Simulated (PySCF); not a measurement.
Zr(F)4, SMILES [F][Zr]([F])([F])[F] (F₄Zr), singlet at its B3LYP/def2-SVP optimised geometry (Å):

```
5

Zr    -0.6322    -0.8967     0.0000
F     -1.2725     0.8967     0.0000
F      1.2725    -0.8967     0.0000
F     -1.2662    -1.7952    -1.5548
F     -1.2682    -1.7928     1.5550
```

Method: B3LYP/def2-TZVP, def2 effective core potentials past Kr (PySCF 2.14.0). The core electrons that the potentials of Zr replace are not part of the density. Cells within 0.4 Å of a nucleus heavier than hydrogen are left out (blank, or x).

Map of the Laplacian of the electron density (e/bohr⁵), clipped to [-1.50, 1.50] on the plane z = 0.0 Å:

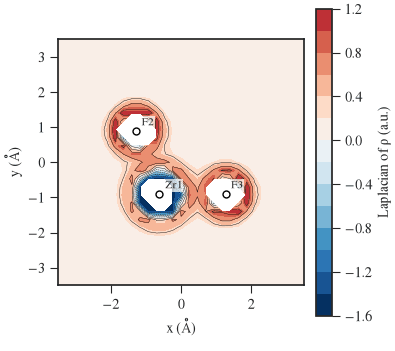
Figure: Laplacian of the electron density (e/bohr⁵), clipped to [-1.50, 1.50] on the plane z = 0.0 Å.
